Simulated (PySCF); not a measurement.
Vertical excitations of a molecule C2H8O2Si2 from PySCF 2.14.0 with TDA-M06-2X/def2-SVPD, as energy in eV (oscillator strength): 6.99 (0.001), 7.43 (0.010), 7.47 (0.055), 7.61 (0.020), 7.75 (0.024), 7.84 (0.108), 8.01 (0.009), 8.13 (0.072), 8.20 (0.018), 8.28 (0.029). Lowest triplet (TDA): 6.76 eV. Geometry: PBE-D3(BJ)/def2-SVP. Other conformers were not sampled.

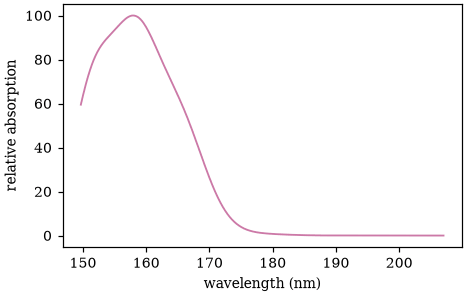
The lines broadened by 0.4 eV.

### Question
Which molecule gave these data?
(A) O[Si@@H]1CO[C@H]1[SiH3]
(B) O=CC[SiH2][SiH2]O
(C) [SiH3][Si@@H]1COCO1
(D) O[Si@H]1C[SiH2]CO1

### Answer
D, O[Si@H]1C[SiH2]CO1
